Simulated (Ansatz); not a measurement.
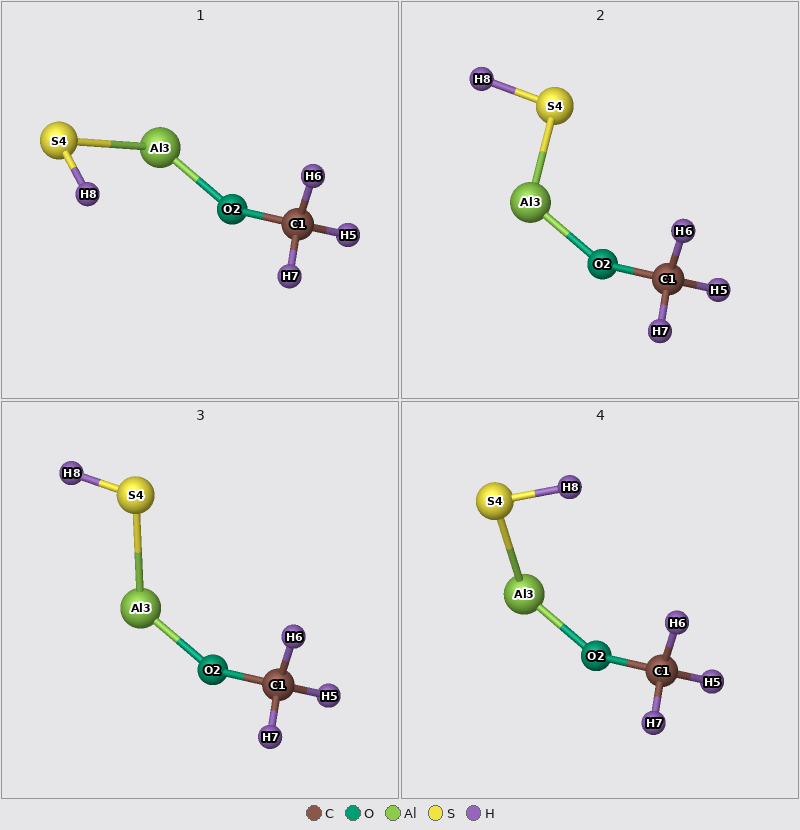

CH4AlOS, SMILES C[O][Al][SH], spin multiplicity 2. 
- Coordinates scanned: (1) dihedral C1–O2–Al3–S4; (2) dihedral O2–Al3–S4–H8.
- Nothing is relaxed (all other coordinates rigid).
- Grid: 18 × 18 points.
- Points are written as (first, second).
- All energies are given in kJ/mol relative to the lowest grid point.
- Level of theory: UKS PBE0-D4/def2-SVP in Ansatz 0.2.0.

The numbered pictures are structures from this grid.

Q: Rank them by energy, lowest first.

A: 3, at (0°, −180°): 1.5 kJ/mol; 2, at (80°, −180°): 5.6 kJ/mol; 1, at (−80°, 0°): 9.2 kJ/mol; 4, at (−20°, 40°): 12.3 kJ/mol.

The map, with the structures marked:

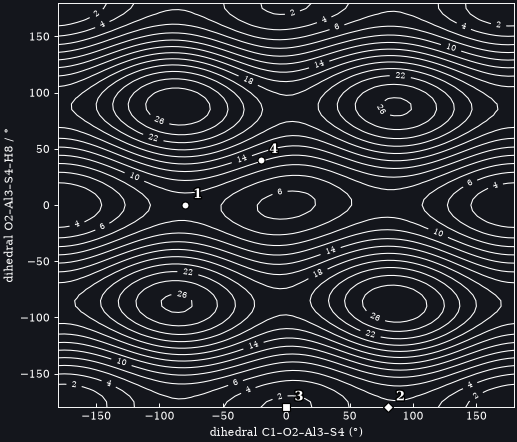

In the figure: contour lines labelled in kJ/mol. Between grid points the surface is interpolated.
